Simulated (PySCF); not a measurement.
**Run report: KF, interaction-energy calculation**

KF, computed with wB97M-D3(BJ)/def2-TZVPD interaction energy, counterpoise and uncorrected, gas phase (PySCF 2.14.0).

The geometry comes from this level: PBE0-D3(BJ)/def2-SVPD.

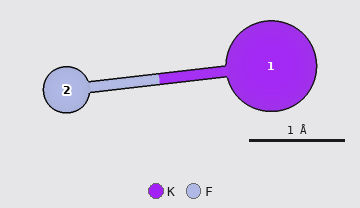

Figure 1. The structure (ball-and-stick view, seen at a tilt; atoms are numbered from 1 in the order of the input). Sticks mark near contacts.

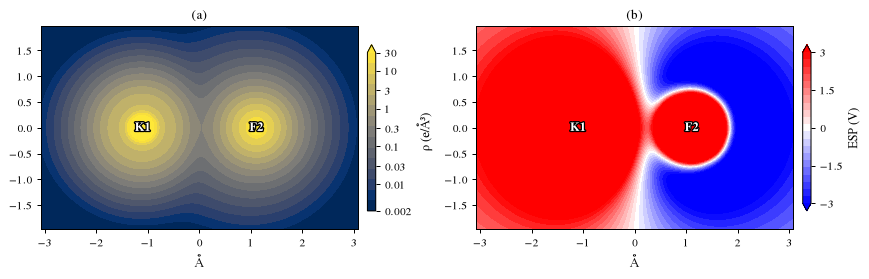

Figure 2. (a) total electron density; (b) molecular electrostatic potential on a plane that holds the molecular axis. The section cuts through K and F sites.

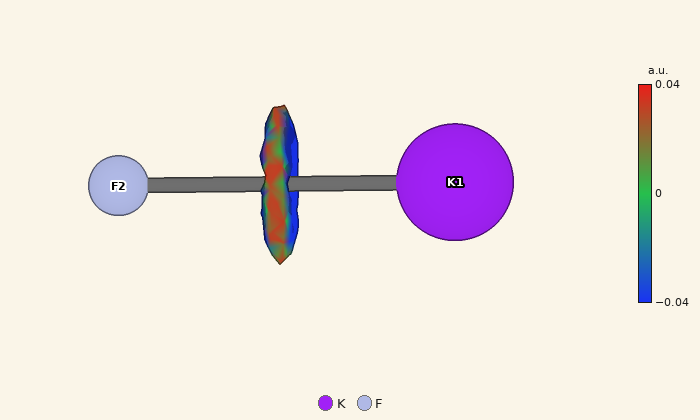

Figure 3. Non-covalent interaction (NCI) plot: the surface where the reduced density gradient is 0.6, for densities under 0.05 a.u., coloured by sign(λ₂)ρ; seen from the side.

These pictures come from the run below.

Input
```
{"job": {"kind": "inter", "xc": "wB97M-D3(BJ)", "basis": "def2-TZVPD", "pairs": false}, "charge": 0, "multiplicity": 1, "parts": [{"atoms": "0-0", "charge": 1, "multiplicity": 1}, {"atoms": "1-1", "charge": -1, "multiplicity": 1}]}
K      0.138841    -0.061721    -0.122426
F      1.606335    -0.421711    -1.746877
```

The first line tells a small driver script what to run in PySCF; the rest is the geometry in Å.

Command:
```bash
OMP_NUM_THREADS=1 python <driver script> task.json out
```

What the program printed
```
part 1, own basis, geometry of the cluster
coarse grid: 7240 points
cycle   1  E = -599.8023113551  dE =  9.896e-02  |g| = 3.699e-02  |ddm| = 8.326e-01
cycle   2  E = -599.8026225372  dE = -3.112e-04  |g| = 1.312e-02  |ddm| = 6.031e-02
cycle   3  E = -599.8026542033  dE = -3.167e-05  |g| = 6.651e-04  |ddm| = 1.529e-02
cycle   4  E = -599.8026543525  dE = -1.492e-07  |g| = 3.243e-05  |ddm| = 1.064e-03
final grid: 12680 points
cycle   5  E = -599.8026535781  dE = -7.688e-09  |g| = 6.789e-05  |ddm| = 3.351e-04
cycle   6  E = -599.8026535789  dE = -7.830e-10  |g| = 2.191e-05  |ddm| = 1.055e-04
converged SCF energy = -599.8026535789

part 2, own basis, geometry of the cluster
coarse grid: 5304 points
cycle   1  E = -99.7735595435  dE = -1.701e-01  |g| = 8.390e-01  |ddm| = 3.042e-01
cycle   2  E = -99.4217741307  dE =  3.518e-01  |g| = 1.736e+00  |ddm| = 1.187e+00
cycle   3  E = -99.9129072191  dE = -4.911e-01  |g| = 3.879e-02  |ddm| = 7.668e-01
cycle   4  E = -99.9130379075  dE = -1.307e-04  |g| = 2.144e-02  |ddm| = 3.124e-02
cycle   5  E = -99.9130976974  dE = -5.979e-05  |g| = 1.450e-03  |ddm| = 8.861e-03
cycle   6  E = -99.9130979605  dE = -2.631e-07  |g| = 2.299e-04  |ddm| = 4.862e-04
final grid: 11608 points
cycle   7  E = -99.9130859017  dE =  1.872e-09  |g| = 2.255e-04  |ddm| = 1.777e-04
cycle   8  E = -99.9130858948  dE =  6.925e-09  |g| = 3.200e-04  |ddm| = 1.966e-04
cycle   9  E = -99.9130859089  dE = -1.404e-08  |g| = 1.900e-06  |ddm| = 1.112e-04
cycle  10  E = -99.9130859089  dE = -1.251e-12  |g| = 7.399e-08  |ddm| = 3.603e-06
converged SCF energy = -99.9130859089

part 1, own basis, relaxed alone: E = -599.8026535789 (as before)

part 2, own basis, relaxed alone: E = -99.9130859089 (as before)

cluster
final grid: 24288 points
cycle   1  E = -699.9292497773  dE = -2.317e-02  |g| = 7.233e-02  |ddm| = 2.683e-01
cycle   2  E = -699.9306599613  dE = -1.410e-03  |g| = 5.791e-02  |ddm| = 8.154e-02
cycle   3  E = -699.9311369483  dE = -4.770e-04  |g| = 1.833e-02  |ddm| = 2.680e-02
cycle   4  E = -699.9312165439  dE = -7.960e-05  |g| = 4.255e-03  |ddm| = 1.365e-02
cycle   5  E = -699.9312240666  dE = -7.523e-06  |g| = 5.987e-04  |ddm| = 5.263e-03
cycle   6  E = -699.9312242907  dE = -2.242e-07  |g| = 1.601e-04  |ddm| = 9.276e-04
cycle   7  E = -699.9312243301  dE = -3.939e-08  |g| = 3.308e-05  |ddm| = 6.106e-04
cycle   8  E = -699.9312243322  dE = -2.128e-09  |g| = 6.725e-06  |ddm| = 1.610e-04
cycle   9  E = -699.9312243323  dE = -8.561e-11  |g| = 2.096e-06  |ddm| = 3.374e-05
converged SCF energy = -699.9312243323

part 1 in the basis of the cluster
final grid: 24288 points
cycle   1  E = -599.8028405575  dE = -1.869e-04  |g| = 1.391e-03  |ddm| = 4.694e-02
cycle   2  E = -599.8028407769  dE = -2.194e-07  |g| = 1.142e-04  |ddm| = 3.157e-03
cycle   3  E = -599.8028407801  dE = -3.146e-09  |g| = 3.451e-05  |ddm| = 3.117e-04
cycle   4  E = -599.8028407803  dE = -2.383e-10  |g| = 4.165e-06  |ddm| = 4.257e-05
converged SCF energy = -599.8028407803

part 2 in the basis of the cluster
final grid: 24288 points
cycle   1  E = -99.9131902177  dE = -6.980e-05  |g| = 1.864e-03  |ddm| = 3.345e-02
cycle   2  E = -99.9131983000  dE = -8.082e-06  |g| = 9.905e-04  |ddm| = 9.672e-03
cycle   3  E = -99.9131995950  dE = -1.295e-06  |g| = 9.962e-04  |ddm| = 3.467e-03
cycle   4  E = -99.9132000881  dE = -4.931e-07  |g| = 3.713e-05  |ddm| = 2.820e-03
cycle   5  E = -99.9132000912  dE = -3.172e-09  |g| = 7.047e-06  |ddm| = 2.503e-04
cycle   6  E = -99.9132000913  dE = -1.068e-10  |g| = 2.606e-06  |ddm| = 5.924e-05
converged SCF energy = -99.9132000913

Interaction energy (kcal/mol)
  counterpoise     -135.229
  uncorrected      -135.396
  dispersion part    -0.199
  deformation         0.000
  binding          -135.229

Decomposition of the uncorrected value (kcal/mol)
  electrostatic    -165.076
  Pauli              45.656
  orbital           -15.777
  dispersion         -0.199

Charge of each part in the cluster: 0.962 -0.962
```

Results in brief

| quantity | value |
| --- | --- |
| outcome | converged |
| total energy | −699.931542 hartree |
| interaction energy, counterpoise-corrected | −135.23 kcal/mol |
| HOMO | −9.03 eV |
| LUMO | −0.73 eV |
| dipole moment | 8.91 D |
| hardware | 1 CPU thread, shared host |
| wall time | 3.8 s |
| peak memory | 0.36 GiB |
